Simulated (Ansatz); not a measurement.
**Run report: GeNH3O, nudged elastic band**

System: GeNH3O.
Method: UKS CAM-B3LYP-D4/def2-SVP (Ansatz 0.2.0).

It belongs to a series of runs on one base structure; here: band between the two ends. Figures and captions count atoms from 1; the log counts them from 0 in places.

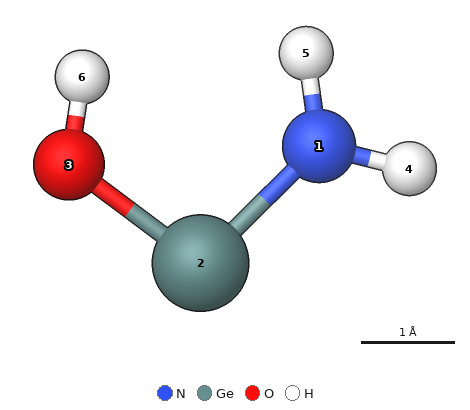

*The structure as given in the input (ball-and-stick view, seen on its broad side; atoms are numbered from 1 in the order of the input). Sticks mark near contacts.*

Input
```yaml
crystal:
  periodic: [false, false, false]
  atoms:
    - { symbol: "N", position_ang: [-0.77294, 0.044347, -0.56742] }
    - { symbol: Ge, position_ang: [0.578686, -1.159789, -0.341059] }
    - { symbol: O, position_ang: [1.49521, -0.305741, 0.93279] }
    - { symbol: H, position_ang: [-1.51709, -0.110053, -1.240646] }
    - { symbol: H, position_ang: [-0.895562, 0.92374, -0.071195] }
    - { symbol: H, position_ang: [1.153697, 0.543497, 1.24113] }
magnetization:
  spin_polarized: true
basis:
  gaussian: { orbitals: def2-SVP }
hamiltonian:
  xc: cam_b3lyp
  dispersion: d4
neb:
  order_check: false
  images: 5
  f_tol: 0.05
  max_iterations: 60
  final_atoms:
    - { symbol: "N", position_ang: [-1.29163158, 0.82268704, -0.44195848] }
    - { symbol: Ge, position_ang: [-0.13658198, -0.40137291, -0.3798827] }
    - { symbol: O, position_ang: [1.31567359, -0.58832584, 0.60624641] }
    - { symbol: H, position_ang: [-0.183626, -1.64244224, -1.24884196] }
    - { symbol: H, position_ang: [-1.13959997, 1.60452348, 0.1996106] }
    - { symbol: H, position_ang: [1.47776694, 0.14093146, 1.21842613] }
  initial_path:
    images:
      - { positions_ang: [[-0.77294, 0.044347, -0.56742], [0.578686, -1.159789, -0.341059], [1.49521, -0.305741, 0.93279], [-1.51709, -0.110053, -1.240646], [-0.895562, 0.92374, -0.071195], [1.153697, 0.543497, 1.24113]] }
      - { positions_ang: [[-0.92772651, 0.07242006, -0.39998036], [0.4937681, -1.00740092, -0.36097896], [1.45459724, -0.37645695, 0.95732528], [-1.32719541, -0.28057884, -1.38929803], [-0.94914737, 1.01043787, -0.0378208], [1.29770496, 0.51757979, 1.18435288]] }
      - { positions_ang: [[-1.08251303, 0.10049313, -0.23254071], [0.40885021, -0.85501285, -0.38089892], [1.41398447, -0.4471729, 0.98186055], [-1.13730082, -0.45110469, -1.53795007], [-1.00273274, 1.09713573, -0.0044466], [1.44171292, 0.49166258, 1.12757576]] }
      - { positions_ang: [[-1.23729954, 0.12856619, -0.06510107], [0.32393231, -0.70262477, -0.40081889], [1.37337171, -0.51788885, 1.00639583], [-0.94740623, -0.62163053, -1.6866021], [-1.05631812, 1.1838336, 0.02892759], [1.58572088, 0.46574537, 1.07079863]] }
      - { positions_ang: [[-1.25541022, 0.35993981, -0.19072021], [0.17042755, -0.60220748, -0.39384016], [1.354139, -0.54136785, 0.87301269], [-0.69281282, -0.9619011, -1.54068205], [-1.08407873, 1.32406356, 0.08582193], [1.54973623, 0.35747407, 1.1200078]] }
      - { positions_ang: [[-1.2735209, 0.59131343, -0.31633934], [0.01692278, -0.50179019, -0.38686143], [1.33490629, -0.56484685, 0.73962955], [-0.43821941, -1.30217167, -1.39476201], [-1.11183935, 1.46429352, 0.14271626], [1.51375159, 0.24920276, 1.16921697]] }
      - { positions_ang: [[-1.29163158, 0.82268704, -0.44195848], [-0.13658198, -0.40137291, -0.3798827], [1.31567359, -0.58832584, 0.60624641], [-0.183626, -1.64244224, -1.24884196], [-1.13959997, 1.60452348, 0.1996106], [1.47776694, 0.14093146, 1.21842613]] }
```

Launched with:
```bash
ansatz run input.yaml --threads 2 --pin off --max-ram 3072MiB --backend cpu --events-out ev --progress --plain --runs-dir out
```

What the program printed
```
Engine: ansatz 0.2.0, aarch64-unknown-linux-gnu
Functional definition: CAM-B3LYP
  parameter alpha = 0.19
  parameter beta = 0.46
  parameter omega = 0.33/bohr
  parameter ac = 0.81
  exchange = (1 - alpha - beta)*b88_x + beta*b88_x_sr(omega) + alpha*exact_x + beta*exact_x_lr(omega)
  correlation = (1 - ac)*vwn5_c + ac*lyp_c
801 factors; integrals over basis functions are off by at most 2.6e-4 eV
215 factors; integrals over basis functions are off by at most 1.6e-6 eV
mean field evaluation 1: about -60088.4963 eV, gradient 4.8e1 eV
mean field evaluation 2: about -60080.3312 eV, gradient 6.6e1 eV
mean field evaluation 4: about -60097.0492 eV, gradient 2.4e0 eV
mean field evaluation 8: about -60097.0796 eV, gradient 3.2e-2 eV
mean field -60097.07963570 eV, -2208.5269413484 hartree, gradient 5.2e-5 eV, S^2 0.000000; 0 other end points of the search recorded, 0 dependent functions left out
the calculation of the forces begins
reference -60097.07973373 eV, -2208.5269449507 hartree; 25, 25 occupied and 50, 50 virtual orbitals, 801 factors
799 factors; integrals over basis functions are off by at most 1.2e-3 eV
215 factors; integrals over basis functions are off by at most 1.4e-6 eV
mean field evaluation 16: about -60084.5276 eV, gradient 5.1e1 eV
mean field -60095.04105314 eV, -2208.4520248212 hartree, gradient 4.7e-5 eV, S^2 0.000000; 0 other end points of the search recorded, 0 dependent functions left out
[... from here on the field's lines of each further geometry are left out, up to the last ...]
NEB iter   1: max|band force component| = 3.161e0 eV/Å  barrier→ = 4.8666 eV  barrier← = 2.8251 eV  Δτ_max = 0.2000 Å  (371 SCF iters)
NEB iter   2: max|band force component| = 1.663e0 eV/Å  barrier→ = 4.2718 eV  barrier← = 2.2303 eV  Δτ_max = 0.1659 Å  (240 SCF iters)
NEB iter   3: max|band force component| = 1.220e0 eV/Å  barrier→ = 3.9120 eV  barrier← = 1.8705 eV  Δτ_max = 0.1888 Å  (334 SCF iters)
NEB iter   4: max|band force component| = 8.619e-1 eV/Å  barrier→ = 3.6701 eV  barrier← = 1.6286 eV  Δτ_max = 0.0958 Å  (262 SCF iters)
NEB iter   5: max|band force component| = 7.961e-1 eV/Å  barrier→ = 3.5860 eV  barrier← = 1.5444 eV  Δτ_max = 0.0823 Å  (226 SCF iters)
NEB iter   6: max|band force component| = 9.299e-1 eV/Å  barrier→ = 3.5775 eV  barrier← = 1.5360 eV  CI = image 4  Δτ_max = 0.1675 Å  (203 SCF iters)
NEB iter   7: max|band force component| = 6.540e-1 eV/Å  barrier→ = 3.8730 eV  barrier← = 1.8314 eV  CI = image 4  Δτ_max = 0.1816 Å  (226 SCF iters)
NEB iter   8: max|band force component| = 9.314e-1 eV/Å  barrier→ = 3.7857 eV  barrier← = 1.7442 eV  CI = image 4  Δτ_max = 0.0928 Å  (304 SCF iters)
NEB iter   9: max|band force component| = 1.483e-1 eV/Å  barrier→ = 3.8408 eV  barrier← = 1.7992 eV  CI = image 4  Δτ_max = 0.0233 Å  (264 SCF iters)
NEB iter  10: max|band force component| = 7.291e-2 eV/Å  barrier→ = 3.8398 eV  barrier← = 1.7983 eV  CI = image 4  Δτ_max = 0.0239 Å  (212 SCF iters)
NEB iter  11: max|band force component| = 1.302e-1 eV/Å  barrier→ = 3.8401 eV  barrier← = 1.7986 eV  CI = image 4  Δτ_max = 0.0103 Å  (206 SCF iters)
the calculation of the forces begins
reference -60094.24752936 eV, -2208.4228633599 hartree; 25, 25 occupied and 50, 50 virtual orbitals, 801 factors
801 factors; integrals over basis functions are off by at most 9.9e-4 eV
215 factors; integrals over basis functions are off by at most 1.3e-6 eV
mean field evaluation 672: about -60093.2279 eV, gradient 2.2e-5 eV
mean field -60093.24281121 eV, -2208.3859406490 hartree, gradient 2.3e-5 eV, S^2 0.177350; 6 other end points of the search recorded, 0 dependent functions left out
the calculation of the forces begins
reference -60093.24290893 eV, -2208.3859442400 hartree; 25, 25 occupied and 50, 50 virtual orbitals, 801 factors
NEB iter  12: max|band force component| = 3.218e-2 eV/Å  barrier→ = 3.8393 eV  barrier← = 1.7978 eV  CI = image 4  Δτ_max = 0.0000 Å  (448 SCF iters)
```

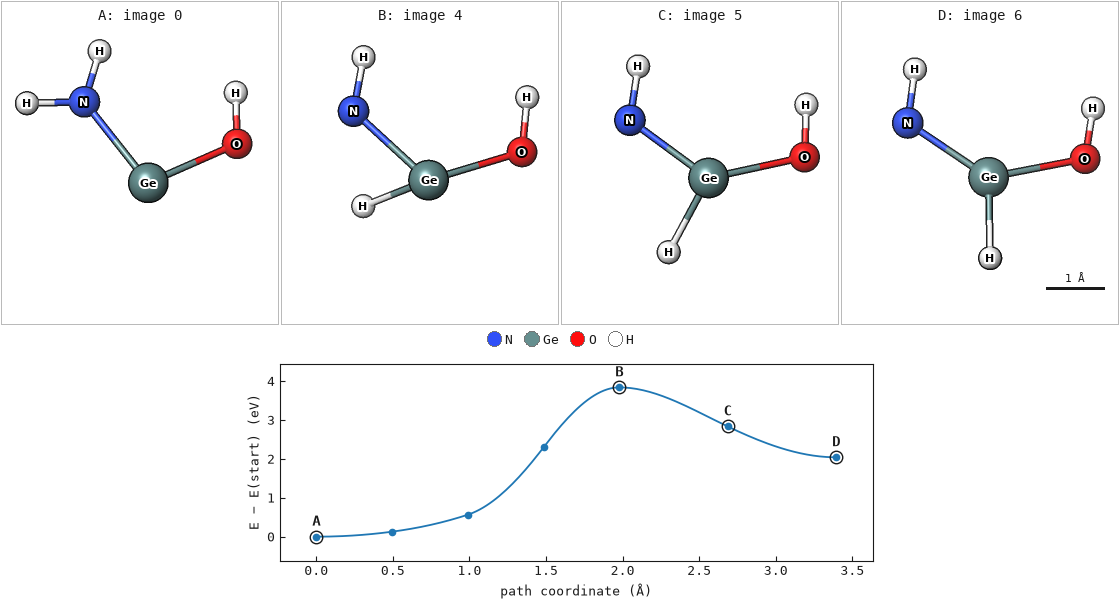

*Images of the last band (counted from 0; ball-and-stick, seen on its broad side) above the energy along the path; the line is a cubic interpolation that uses the forces.*

The highest image is number 4, 3.839 eV above the start and 1.798 eV above the end (the climbing image); the end lies 2.042 eV above the start. The path is 3.39 Å long. The band converged in 12 iterations.

```
Total energy: -60093.32008021 eV, -2208.3887802324 hartree
Atom 0 at    -1.261539     0.372857    -0.255045 Å, force    -0.031384     0.016821     0.001166 eV/Å
Atom 1 at    -0.132982    -0.976896     0.012634 Å, force     0.019492    -0.023472     0.014799 eV/Å
Atom 2 at     1.459628    -0.514174     0.669586 Å, force     0.006776    -0.005393     0.002623 eV/Å
Atom 3 at    -0.476603    -0.668867    -1.528047 Å, force     0.001958     0.000771    -0.016731 eV/Å
Atom 4 at    -1.042670     1.347361     0.008027 Å, force    -0.000321     0.009921    -0.003092 eV/Å
Atom 5 at     1.496166     0.375721     1.046445 Å, force     0.003479     0.001352     0.001235 eV/Å
Dipole moment:     0.097533     0.312666     0.130889 e Å
this run last wrote the band of iteration 12 to [file]
```

The last band as extended XYZ (Å, eV, eV/Å)
```
6
Properties=species:S:1:pos:R:3:forces:R:3 image=0 energy=-60097.15930
N    -0.7729    0.0443   -0.5674    0.0028   0.0142   0.0116
Ge    0.5787   -1.1598   -0.3411    0.0066  -0.0006   0.0043
O     1.4952   -0.3057    0.9328   -0.0028   0.0014  -0.0009
H    -1.5171   -0.1101   -1.2406   -0.0062  -0.0038  -0.0070
H    -0.8956    0.9237   -0.0712   -0.0004  -0.0049  -0.0037
H     1.1537    0.5435    1.2411    0.0000  -0.0063  -0.0043
6
Properties=species:S:1:pos:R:3:forces:R:3 image=1 energy=-60097.03104
N    -0.8867    0.0113   -0.4728    0.2215   0.0472  -0.0719
Ge    0.4373   -1.2204   -0.1892    0.1489  -0.0007  -0.0927
O     1.5199   -0.3324    0.9141   -0.0415  -0.0490   0.2073
H    -1.2650   -0.0068   -1.4135   -0.4277  -0.0284   0.0073
H    -1.0787    0.8974   -0.0106    0.1616   0.0060  -0.0410
H     1.3152    0.5868    1.1256   -0.0628   0.0250  -0.0091
6
Properties=species:S:1:pos:R:3:forces:R:3 image=2 energy=-60096.59431
N    -1.0700    0.0354   -0.4028    0.3973  -0.1859  -0.1511
Ge    0.2054   -1.2448   -0.0255    0.2902  -0.3394   0.1300
O     1.5393   -0.3680    0.7613    0.0072  -0.0739   0.4020
H    -0.9129   -0.0119   -1.4213   -0.8925   0.6533   0.0672
H    -1.1352    0.9931   -0.0415    0.2431  -0.2100  -0.3670
H     1.4154    0.5322    1.0835   -0.0453   0.1559  -0.0812
6
Properties=species:S:1:pos:R:3:forces:R:3 image=3 energy=-60094.86297
N    -1.2017    0.1689   -0.3432    1.0908  -1.0469  -1.6347
Ge    0.0230   -1.1343   -0.0024    0.6316  -1.6845   0.9652
O     1.5237   -0.4177    0.6234    0.0364   0.1173   0.3431
H    -0.6485   -0.2747   -1.4198   -2.2836   3.1032   1.8112
H    -1.1343    1.1540    0.0356    0.4559  -0.7554  -1.4692
H     1.4797    0.4397    1.0600    0.0690   0.2662  -0.0155
6
Properties=species:S:1:pos:R:3:forces:R:3 image=4 energy=-60093.31998
N    -1.2615    0.3729   -0.2550   -0.0314   0.0168   0.0012
Ge   -0.1330   -0.9769    0.0126    0.0195  -0.0235   0.0148
O     1.4596   -0.5142    0.6696    0.0068  -0.0054   0.0026
H    -0.4766   -0.6689   -1.5280    0.0020   0.0008  -0.0167
H    -1.0427    1.3474    0.0080   -0.0003   0.0099  -0.0031
H     1.4962    0.3757    1.0464    0.0035   0.0014   0.0012
6
Properties=species:S:1:pos:R:3:forces:R:3 image=5 energy=-60094.32461
N    -1.2818    0.6102   -0.3257   -0.1516   0.5122   0.0182
Ge   -0.1805   -0.6567   -0.1236    0.0399   0.8720  -0.5586
O     1.3829   -0.5912    0.7090   -0.0505  -0.1081  -0.1253
H    -0.3160   -1.2195   -1.5104    0.4378  -1.3279  -0.0407
H    -1.0594    1.5011    0.1104   -0.3053   0.2370   0.6369
H     1.4969    0.2921    1.0940    0.0297  -0.1852   0.0694
6
Properties=species:S:1:pos:R:3:forces:R:3 image=6 energy=-60095.11778
N    -1.2916    0.8227   -0.4420   -0.0023   0.0014  -0.0007
Ge   -0.1366   -0.4014   -0.3799    0.0047  -0.0008   0.0038
O     1.3157   -0.5883    0.6062   -0.0019   0.0001  -0.0023
H    -0.1836   -1.6424   -1.2488   -0.0005   0.0003  -0.0004
H    -1.1396    1.6045    0.1996    0.0005  -0.0007  -0.0006
H     1.4778    0.1409    1.2184   -0.0005  -0.0003   0.0001
```

Key numbers

- outcome: converged
- barrier, forward: 3.839 eV
- barrier, backward: 1.798 eV
- hardware: 2 threads of Arm Neoverse V2, 24 GiB of memory available, shared host
- wall time: 2.5 min (CPU time 4.8 min)
- peak memory: 0.24 GiB

Remarks

⟨S²⟩ is 0.18 against 0.00 for a pure state: the solution is spin-contaminated. The order of the saddle point was not checked.
